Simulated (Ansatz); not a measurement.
Results of BLYP in Ansatz (PAW) for B20 (FeSi-type) MnGe.

Run with plane-wave cutoff 520 eV, 12×12×12 k mesh, Fermi–Dirac smearing 0.05 eV, spin-polarised start, scalar-relativistic PAW data made under PBE.

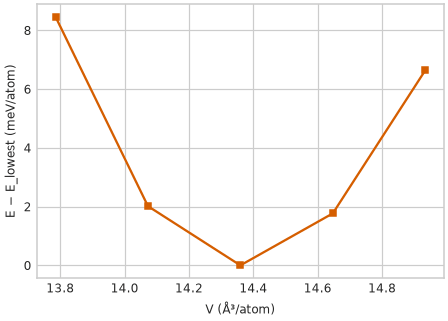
Fig. 1. Total energy against volume

### Question
From the curve, estimate the equilibrium volume and the bulk modulus.

### Answer
V0 ≈ 14.4 Å³/atom and B0 ≈ 100 GPa; the fit gives V0 = 14.361 Å³/atom, B0 = 104 GPa, B′ = 7.8.

Note: the magnetic order was assumed, not searched for or taken from measurement; the relaxation could not lower the start's symmetry, so the cell can be a saddle point above a distorted one.

Static lattice: no zero-point or thermal effects.

The result took very roughly 40 core-minutes.

Ansatz is an electronic-structure program.
